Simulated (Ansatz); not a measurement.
Molecular dynamics, with input and output: SiPH₆ (part 2 of 4)

SiPH₆, multiplicity 2; UKS PBE0/def2-SVP (Ansatz 0.2.0). It belongs to a series of runs on one base structure; here: dynamics from the highest image of the converged band.

Geometry of the input (Å):
```
H  0.2859  -0.0103  0.6482
P  1.3165  0.6891  1.5643
Si -0.9753  -0.6927  -0.7321
H  0.8922  1.9770  1.1092
H  2.3233  0.5892  0.5536
H  -2.2871  -0.0171  -0.4925
H  -1.1016  -2.1720  -0.5571
H  -0.4540  -0.3632  -2.0937
```

What the program printed, continued
```
md step   108: t =    54.00 fs  T =   661.5 K  F+E_penalty+E_count = -17249.59511439 eV  E_kin = 0.513017 eV  conserved = -17249.08209727 eV  (24 SCF iters)
md step   109: t =    54.50 fs  T =   707.1 K  F+E_penalty+E_count = -17249.63048735 eV  E_kin = 0.548420 eV  conserved = -17249.08206724 eV  (24 SCF iters)
md step   110: t =    55.00 fs  T =   715.0 K  F+E_penalty+E_count = -17249.63624381 eV  E_kin = 0.554560 eV  conserved = -17249.08168331 eV  (24 SCF iters)
md step   111: t =    55.50 fs  T =   690.6 K  F+E_penalty+E_count = -17249.61675346 eV  E_kin = 0.535611 eV  conserved = -17249.08114222 eV  (25 SCF iters)
md step   112: t =    56.00 fs  T =   642.9 K  F+E_penalty+E_count = -17249.57921275 eV  E_kin = 0.498618 eV  conserved = -17249.08059426 eV  (24 SCF iters)
md step   113: t =    56.50 fs  T =   581.8 K  F+E_penalty+E_count = -17249.53134166 eV  E_kin = 0.451221 eV  conserved = -17249.08012115 eV  (24 SCF iters)
md step   114: t =    57.00 fs  T =   516.1 K  F+E_penalty+E_count = -17249.48002582 eV  E_kin = 0.400272 eV  conserved = -17249.07975423 eV  (25 SCF iters)
md step   115: t =    57.50 fs  T =   452.9 K  F+E_penalty+E_count = -17249.43074569 eV  E_kin = 0.351255 eV  conserved = -17249.07949042 eV  (25 SCF iters)
md step   116: t =    58.00 fs  T =   397.4 K  F+E_penalty+E_count = -17249.38752526 eV  E_kin = 0.308213 eV  conserved = -17249.07931187 eV  (25 SCF iters)
md step   117: t =    58.50 fs  T =   353.2 K  F+E_penalty+E_count = -17249.35313243 eV  E_kin = 0.273934 eV  conserved = -17249.07919881 eV  (25 SCF iters)
md step   118: t =    59.00 fs  T =   322.6 K  F+E_penalty+E_count = -17249.32934778 eV  E_kin = 0.250214 eV  conserved = -17249.07913331 eV  (25 SCF iters)
md step   119: t =    59.50 fs  T =   307.0 K  F+E_penalty+E_count = -17249.31720477 eV  E_kin = 0.238101 eV  conserved = -17249.07910424 eV  (23 SCF iters)
md step   120: t =    60.00 fs  T =   306.9 K  F+E_penalty+E_count = -17249.31714592 eV  E_kin = 0.238037 eV  conserved = -17249.07910913 eV  (23 SCF iters)
md step   121: t =    60.50 fs  T =   322.2 K  F+E_penalty+E_count = -17249.32907329 eV  E_kin = 0.249923 eV  conserved = -17249.07915047 eV  (25 SCF iters)
md step   122: t =    61.00 fs  T =   352.1 K  F+E_penalty+E_count = -17249.35230086 eV  E_kin = 0.273060 eV  conserved = -17249.07924049 eV  (25 SCF iters)
md step   123: t =    61.50 fs  T =   394.6 K  F+E_penalty+E_count = -17249.38539488 eV  E_kin = 0.305998 eV  conserved = -17249.07939715 eV  (25 SCF iters)
md step   124: t =    62.00 fs  T =   446.5 K  F+E_penalty+E_count = -17249.42593060 eV  E_kin = 0.346289 eV  conserved = -17249.07964183 eV  (26 SCF iters)
md step   125: t =    62.50 fs  T =   503.1 K  F+E_penalty+E_count = -17249.47020977 eV  E_kin = 0.390216 eV  conserved = -17249.07999402 eV  (25 SCF iters)
md step   126: t =    63.00 fs  T =   557.8 K  F+E_penalty+E_count = -17249.51303513 eV  E_kin = 0.432576 eV  conserved = -17249.08045935 eV  (24 SCF iters)
md step   127: t =    63.50 fs  T =   601.8 K  F+E_penalty+E_count = -17249.54771594 eV  E_kin = 0.466703 eV  conserved = -17249.08101268 eV  (24 SCF iters)
md step   128: t =    64.00 fs  T =   625.3 K  F+E_penalty+E_count = -17249.56656626 eV  E_kin = 0.484992 eV  conserved = -17249.08157454 eV  (24 SCF iters)
md step   129: t =    64.50 fs  T =   619.2 K  F+E_penalty+E_count = -17249.56222908 eV  E_kin = 0.480239 eV  conserved = -17249.08199006 eV  (24 SCF iters)
md step   130: t =    65.00 fs  T =   577.7 K  F+E_penalty+E_count = -17249.53006183 eV  E_kin = 0.448016 eV  conserved = -17249.08204560 eV  (25 SCF iters)
md step   131: t =    65.50 fs  T =   502.6 K  F+E_penalty+E_count = -17249.47130023 eV  E_kin = 0.389762 eV  conserved = -17249.08153799 eV  (24 SCF iters)
md step   132: t =    66.00 fs  T =   406.7 K  F+E_penalty+E_count = -17249.39581268 eV  E_kin = 0.315381 eV  conserved = -17249.08043119 eV  (24 SCF iters)
md step   133: t =    66.50 fs  T =   313.5 K  F+E_penalty+E_count = -17249.32217939 eV  E_kin = 0.243166 eV  conserved = -17249.07901367 eV  (25 SCF iters)
md step   134: t =    67.00 fs  T =   251.6 K  F+E_penalty+E_count = -17249.27298888 eV  E_kin = 0.195113 eV  conserved = -17249.07787571 eV  (25 SCF iters)
md step   135: t =    67.50 fs  T =   242.8 K  F+E_penalty+E_count = -17249.26591999 eV  E_kin = 0.188316 eV  conserved = -17249.07760423 eV  (23 SCF iters)
md step   136: t =    68.00 fs  T =   292.4 K  F+E_penalty+E_count = -17249.30515180 eV  E_kin = 0.226788 eV  conserved = -17249.07836402 eV  (25 SCF iters)
md step   137: t =    68.50 fs  T =   385.8 K  F+E_penalty+E_count = -17249.37898179 eV  E_kin = 0.299218 eV  conserved = -17249.07976418 eV  (25 SCF iters)
md step   138: t =    69.00 fs  T =   495.6 K  F+E_penalty+E_count = -17249.46551794 eV  E_kin = 0.384369 eV  conserved = -17249.08114895 eV  (23 SCF iters)
md step   139: t =    69.50 fs  T =   593.6 K  F+E_penalty+E_count = -17249.54237929 eV  E_kin = 0.460359 eV  conserved = -17249.08202073 eV  (23 SCF iters)
md step   140: t =    70.00 fs  T =   660.3 K  F+E_penalty+E_count = -17249.59436857 eV  E_kin = 0.512131 eV  conserved = -17249.08223757 eV  (24 SCF iters)
md step   141: t =    70.50 fs  T =   688.7 K  F+E_penalty+E_count = -17249.61603798 eV  E_kin = 0.534095 eV  conserved = -17249.08194257 eV  (25 SCF iters)
md step   142: t =    71.00 fs  T =   681.5 K  F+E_penalty+E_count = -17249.60995983 eV  E_kin = 0.528579 eV  conserved = -17249.08138100 eV  (25 SCF iters)
md step   143: t =    71.50 fs  T =   647.9 K  F+E_penalty+E_count = -17249.58323853 eV  E_kin = 0.502473 eV  conserved = -17249.08076600 eV  (25 SCF iters)
md step   144: t =    72.00 fs  T =   598.3 K  F+E_penalty+E_count = -17249.54428631 eV  E_kin = 0.464056 eV  conserved = -17249.08023008 eV  (25 SCF iters)
md step   145: t =    72.50 fs  T =   542.7 K  F+E_penalty+E_count = -17249.50072019 eV  E_kin = 0.420893 eV  conserved = -17249.07982767 eV  (25 SCF iters)
md step   146: t =    73.00 fs  T =   488.5 K  F+E_penalty+E_count = -17249.45841357 eV  E_kin = 0.378854 eV  conserved = -17249.07955909 eV  (25 SCF iters)
md step   147: t =    73.50 fs  T =   440.9 K  F+E_penalty+E_count = -17249.42136779 eV  E_kin = 0.341969 eV  conserved = -17249.07939872 eV  (24 SCF iters)
md step   148: t =    74.00 fs  T =   403.2 K  F+E_penalty+E_count = -17249.39201781 eV  E_kin = 0.312705 eV  conserved = -17249.07931282 eV  (24 SCF iters)
md step   149: t =    74.50 fs  T =   377.0 K  F+E_penalty+E_count = -17249.37169136 eV  E_kin = 0.292420 eV  conserved = -17249.07927121 eV  (24 SCF iters)
md step   150: t =    75.00 fs  T =   363.3 K  F+E_penalty+E_count = -17249.36104045 eV  E_kin = 0.281787 eV  conserved = -17249.07925310 eV  (25 SCF iters)
md step   151: t =    75.50 fs  T =   362.4 K  F+E_penalty+E_count = -17249.36034674 eV  E_kin = 0.281098 eV  conserved = -17249.07924871 eV  (25 SCF iters)
md step   152: t =    76.00 fs  T =   374.4 K  F+E_penalty+E_count = -17249.36966247 eV  E_kin = 0.290402 eV  conserved = -17249.07926078 eV  (25 SCF iters)
md step   153: t =    76.50 fs  T =   399.0 K  F+E_penalty+E_count = -17249.38877708 eV  E_kin = 0.309475 eV  conserved = -17249.07930165 eV  (25 SCF iters)
md step   154: t =    77.00 fs  T =   435.4 K  F+E_penalty+E_count = -17249.41703385 eV  E_kin = 0.337641 eV  conserved = -17249.07939241 eV  (25 SCF iters)
md step   155: t =    77.50 fs  T =   481.5 K  F+E_penalty+E_count = -17249.45302509 eV  E_kin = 0.373465 eV  conserved = -17249.07955985 eV  (24 SCF iters)
md step   156: t =    78.00 fs  T =   534.3 K  F+E_penalty+E_count = -17249.49421833 eV  E_kin = 0.414388 eV  conserved = -17249.07983009 eV  (25 SCF iters)
md step   157: t =    78.50 fs  T =   588.5 K  F+E_penalty+E_count = -17249.53660329 eV  E_kin = 0.456383 eV  conserved = -17249.08022039 eV  (25 SCF iters)
md step   158: t =    79.00 fs  T =   636.7 K  F+E_penalty+E_count = -17249.57450121 eV  E_kin = 0.493777 eV  conserved = -17249.08072438 eV  (24 SCF iters)
md step   159: t =    79.50 fs  T =   669.8 K  F+E_penalty+E_count = -17249.60076630 eV  E_kin = 0.519477 eV  conserved = -17249.08128974 eV  (24 SCF iters)
md step   160: t =    80.00 fs  T =   678.1 K  F+E_penalty+E_count = -17249.60769548 eV  E_kin = 0.525900 eV  conserved = -17249.08179575 eV  (23 SCF iters)
md step   161: t =    80.50 fs  T =   653.6 K  F+E_penalty+E_count = -17249.58893330 eV  E_kin = 0.506880 eV  conserved = -17249.08205357 eV  (24 SCF iters)
md step   162: t =    81.00 fs  T =   593.7 K  F+E_penalty+E_count = -17249.54231860 eV  E_kin = 0.460468 eV  conserved = -17249.08185082 eV  (25 SCF iters)
md step   163: t =    81.50 fs  T =   505.2 K  F+E_penalty+E_count = -17249.47290165 eV  E_kin = 0.391833 eV  conserved = -17249.08106842 eV  (25 SCF iters)
md step   164: t =    82.00 fs  T =   405.6 K  F+E_penalty+E_count = -17249.39436839 eV  E_kin = 0.314533 eV  conserved = -17249.07983543 eV  (24 SCF iters)
md step   165: t =    82.50 fs  T =   319.9 K  F+E_penalty+E_count = -17249.32671250 eV  E_kin = 0.248123 eV  conserved = -17249.07858955 eV  (25 SCF iters)
md step   166: t =    83.00 fs  T =   272.8 K  F+E_penalty+E_count = -17249.28950296 eV  E_kin = 0.211603 eV  conserved = -17249.07789960 eV  (25 SCF iters)
md step   167: t =    83.50 fs  T =   277.7 K  F+E_penalty+E_count = -17249.29345260 eV  E_kin = 0.215346 eV  conserved = -17249.07810663 eV  (26 SCF iters)
md step   168: t =    84.00 fs  T =   330.6 K  F+E_penalty+E_count = -17249.33544012 eV  E_kin = 0.256367 eV  conserved = -17249.07907321 eV  (25 SCF iters)
md step   169: t =    84.50 fs  T =   412.8 K  F+E_penalty+E_count = -17249.40047815 eV  E_kin = 0.320182 eV  conserved = -17249.08029638 eV  (24 SCF iters)
md step   170: t =    85.00 fs  T =   500.0 K  F+E_penalty+E_count = -17249.46907893 eV  E_kin = 0.387817 eV  conserved = -17249.08126232 eV  (24 SCF iters)
md step   171: t =    85.50 fs  T =   571.6 K  F+E_penalty+E_count = -17249.52500070 eV  E_kin = 0.443283 eV  conserved = -17249.08171774 eV  (23 SCF iters)
md step   172: t =    86.00 fs  T =   615.9 K  F+E_penalty+E_count = -17249.55936823 eV  E_kin = 0.477672 eV  conserved = -17249.08169579 eV  (24 SCF iters)
md step   173: t =    86.50 fs  T =   630.8 K  F+E_penalty+E_count = -17249.57058939 eV  E_kin = 0.489212 eV  conserved = -17249.08137759 eV  (24 SCF iters)
md step   174: t =    87.00 fs  T =   620.1 K  F+E_penalty+E_count = -17249.56191231 eV  E_kin = 0.480963 eV  conserved = -17249.08094903 eV  (23 SCF iters)
md step   175: t =    87.50 fs  T =   590.7 K  F+E_penalty+E_count = -17249.53869110 eV  E_kin = 0.458154 eV  conserved = -17249.08053697 eV  (24 SCF iters)
md step   176: t =    88.00 fs  T =   549.6 K  F+E_penalty+E_count = -17249.50644979 eV  E_kin = 0.426255 eV  conserved = -17249.08019467 eV  (25 SCF iters)
md step   177: t =    88.50 fs  T =   502.9 K  F+E_penalty+E_count = -17249.46997017 eV  E_kin = 0.390043 eV  conserved = -17249.07992733 eV  (24 SCF iters)
md step   178: t =    89.00 fs  T =   455.7 K  F+E_penalty+E_count = -17249.43311138 eV  E_kin = 0.353394 eV  conserved = -17249.07971766 eV  (25 SCF iters)
md step   179: t =    89.50 fs  T =   411.9 K  F+E_penalty+E_count = -17249.39899129 eV  E_kin = 0.319447 eV  conserved = -17249.07954469 eV  (25 SCF iters)
md step   180: t =    90.00 fs  T =   375.0 K  F+E_penalty+E_count = -17249.37025238 eV  E_kin = 0.290859 eV  conserved = -17249.07939315 eV  (26 SCF iters)
md step   181: t =    90.50 fs  T =   348.1 K  F+E_penalty+E_count = -17249.34926140 eV  E_kin = 0.270006 eV  conserved = -17249.07925525 eV  (25 SCF iters)
md step   182: t =    91.00 fs  T =   334.0 K  F+E_penalty+E_count = -17249.33818567 eV  E_kin = 0.259050 eV  conserved = -17249.07913520 eV  (25 SCF iters)
md step   183: t =    91.50 fs  T =   335.1 K  F+E_penalty+E_count = -17249.33891783 eV  E_kin = 0.259872 eV  conserved = -17249.07904545 eV  (25 SCF iters)
md step   184: t =    92.00 fs  T =   353.1 K  F+E_penalty+E_count = -17249.35286706 eV  E_kin = 0.273860 eV  conserved = -17249.07900700 eV  (25 SCF iters)
md step   185: t =    92.50 fs  T =   388.9 K  F+E_penalty+E_count = -17249.38062890 eV  E_kin = 0.301582 eV  conserved = -17249.07904726 eV  (24 SCF iters)
md step   186: t =    93.00 fs  T =   441.5 K  F+E_penalty+E_count = -17249.42156932 eV  E_kin = 0.342373 eV  conserved = -17249.07919671 eV  (25 SCF iters)
md step   187: t =    93.50 fs  T =   507.9 K  F+E_penalty+E_count = -17249.47337961 eV  E_kin = 0.393896 eV  conserved = -17249.07948337 eV  (24 SCF iters)
md step   188: t =    94.00 fs  T =   582.5 K  F+E_penalty+E_count = -17249.53169205 eV  E_kin = 0.451768 eV  conserved = -17249.07992439 eV  (25 SCF iters)
md step   189: t =    94.50 fs  T =   656.8 K  F+E_penalty+E_count = -17249.58989028 eV  E_kin = 0.509376 eV  conserved = -17249.08051415 eV  (24 SCF iters)
md step   190: t =    95.00 fs  T =   719.6 K  F+E_penalty+E_count = -17249.63930253 eV  E_kin = 0.558096 eV  conserved = -17249.08120662 eV  (24 SCF iters)
md step   191: t =    95.50 fs  T =   758.3 K  F+E_penalty+E_count = -17249.67003844 eV  E_kin = 0.588145 eV  conserved = -17249.08189298 eV  (25 SCF iters)
md step   192: t =    96.00 fs  T =   761.2 K  F+E_penalty+E_count = -17249.67276488 eV  E_kin = 0.590377 eV  conserved = -17249.08238832 eV  (25 SCF iters)
md step   193: t =    96.50 fs  T =   720.9 K  F+E_penalty+E_count = -17249.64155244 eV  E_kin = 0.559096 eV  conserved = -17249.08245662 eV  (25 SCF iters)
md step   194: t =    97.00 fs  T =   638.9 K  F+E_penalty+E_count = -17249.57736295 eV  E_kin = 0.495470 eV  conserved = -17249.08189330 eV  (23 SCF iters)
md step   195: t =    97.50 fs  T =   528.8 K  F+E_penalty+E_count = -17249.49081508 eV  E_kin = 0.410127 eV  conserved = -17249.08068776 eV  (23 SCF iters)
md step   196: t =    98.00 fs  T =   416.1 K  F+E_penalty+E_count = -17249.40190082 eV  E_kin = 0.322736 eV  conserved = -17249.07916497 eV  (25 SCF iters)
md step   197: t =    98.50 fs  T =   331.1 K  F+E_penalty+E_count = -17249.33476280 eV  E_kin = 0.256826 eV  conserved = -17249.07793700 eV  (25 SCF iters)
md step   198: t =    99.00 fs  T =   297.7 K  F+E_penalty+E_count = -17249.30848511 eV  E_kin = 0.230907 eV  conserved = -17249.07757772 eV  (25 SCF iters)
md step   199: t =    99.50 fs  T =   322.9 K  F+E_penalty+E_count = -17249.32866229 eV  E_kin = 0.250432 eV  conserved = -17249.07823033 eV  (27 SCF iters)
these checks for a lower state are left out or cut short: starts, cluster_reference, orbital_swaps, neighbouring_geometries, increment
683 factors; integrals over basis functions are off by at most 4.5e-4 eV
mean field -17249.38529391 eV, -633.9032174980 hartree, gradient 3.3e-5 eV, S^2 0.755114; 0 other end points of the search recorded, 0 dependent functions left out
the calculation of the forces begins
reference -17249.38532011 eV, -633.9032184607 hartree; 18, 17 occupied and 48, 49 virtual orbitals, 683 factors
683 factors; integrals over basis functions are off by at most 4.5e-4 eV
mean field -17249.38529391 eV, -633.9032174980 hartree, gradient 3.3e-5 eV, S^2 0.755114; 1 other end points of the search recorded, 0 dependent functions left out
the calculation of the forces begins
reference -17249.38532011 eV, -633.9032184607 hartree; 18, 17 occupied and 48, 49 virtual orbitals, 683 factors
md step   200: t =   100.00 fs  T =   394.3 K  F+E_penalty+E_count = -17249.38529391 eV  E_kin = 0.305782 eV  conserved = -17249.07951188 eV  (26 SCF iters)
```

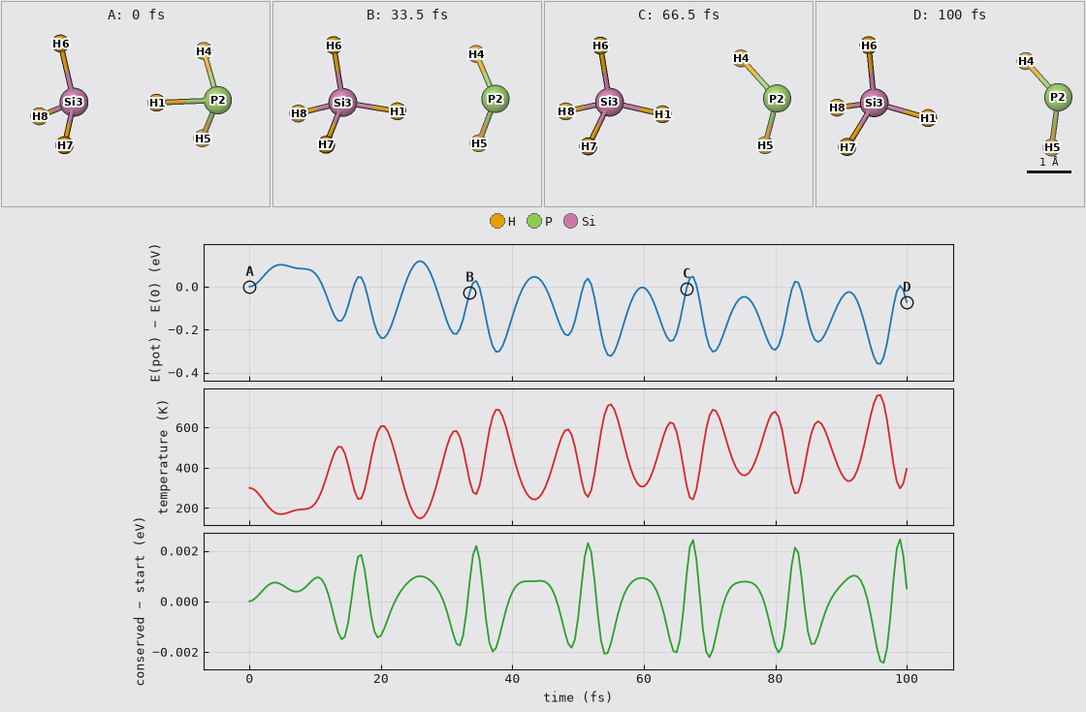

Frames of the molecular dynamics (ball-and-stick, seen at a tilt) above the curves, on which the letters mark them. The trajectory kept here has 201 frames over 100 fs. The temperature starts at 300 K, ranges from 148 to 761 K and averages 482 K over the second half. The potential energy ends 0.073 eV below its first value. The conserved quantity stays within 0.0049 eV. After an unweighted best fit of the last frame on the first, the root-mean-square displacement is 0.62 Å.

```
Total energy: -17249.38532011 eV, -633.9032184607 hartree
Atom 0 at    -0.216949    -0.694749    -0.234841 Å, force     2.551722     0.566736     2.168803 eV/Å
Atom 1 at     1.632721     0.911503     1.891879 Å, force     0.563280    -0.697657     0.330687 eV/Å
Atom 2 at    -1.289308    -0.888604    -1.038000 Å, force    -3.107985    -1.299970    -1.697387 eV/Å
Atom 3 at     1.196005     1.906716     1.003044 Å, force    -0.035571     0.403263    -0.521505 eV/Å
Atom 4 at     2.787779     0.515949     1.086190 Å, force    -0.524299     0.298136     0.194147 eV/Å
Atom 5 at    -2.590590    -0.308225    -0.532465 Å, force     0.406788    -0.022119    -0.026303 eV/Å
Atom 6 at    -1.493079    -2.352036    -1.316339 Å, force    -0.031146     0.012042     0.393094 eV/Å
Atom 7 at    -0.990644    -0.438946    -2.378353 Å, force     0.177211     0.739568    -0.841537 eV/Å
Dipole moment:     0.089245     0.118046    -0.089813 e Å
```

Trajectory as extended XYZ (Å, eV, eV/Å), 54 of the 201 frames kept, from step=0 to step=200
```
8
Properties=species:S:1:pos:R:3:forces:R:3 step=0 time_fs=0.0 energy=-17249.31270 temperature=300.0
H     0.2859   -0.0103    0.6482   -0.0133   0.0000  -0.0051
P     1.3165    0.6891    1.5643    0.0210   0.0106   0.0068
Si   -0.9753   -0.6927   -0.7321   -0.0193  -0.0183  -0.0111
H     0.8922    1.9770    1.1092    0.0029  -0.0053  -0.0012
H     2.3233    0.5892    0.5536   -0.0004   0.0055   0.0058
H    -2.2871   -0.0171   -0.4925    0.0098  -0.0033  -0.0022
H    -1.1016   -2.1720   -0.5571   -0.0014   0.0098  -0.0056
H    -0.4540   -0.3632   -2.0937    0.0007   0.0010   0.0127
8
Properties=species:S:1:pos:R:3:forces:R:3 step=4 time_fs=2.0 energy=-17249.26866 temperature=243.8
H     0.2441   -0.0312    0.6234    0.0872   0.0829  -0.0415
P     1.3192    0.6935    1.5676    0.3492  -0.7057  -0.1743
Si   -0.9794   -0.6990   -0.7366    0.5987   0.4135  -0.3504
H     0.9099    1.9686    1.1398   -0.1265   0.4571  -0.2487
H     2.3567    0.5707    0.5537   -0.4123   0.1001   0.3114
H    -2.2538    0.0022   -0.4764   -0.2838   0.0887   0.0556
H    -1.1098   -2.1646   -0.5245   -0.0081  -0.1216  -0.1216
H    -0.4550   -0.2989   -2.1205   -0.2044  -0.3149   0.5696
8
Properties=species:S:1:pos:R:3:forces:R:3 step=8 time_fs=4.0 energy=-17249.21483 temperature=174.8
H     0.2054   -0.0492    0.5968    0.0732   0.0680  -0.1707
P     1.3223    0.6970    1.5706    0.3910  -0.9190  -0.1594
Si   -0.9828   -0.7048   -0.7416    0.8675   0.7650  -0.2833
H     0.9230    1.9766    1.1613   -0.1290   0.5380  -0.3419
H     2.3751    0.5560    0.5649   -0.5416   0.1638   0.3557
H    -2.2308    0.0246   -0.4583   -0.3849   0.0812   0.0726
H    -1.1183   -2.1616   -0.4964   -0.0131  -0.1688  -0.2225
H    -0.4634   -0.2463   -2.1268   -0.2631  -0.5282   0.7493
```
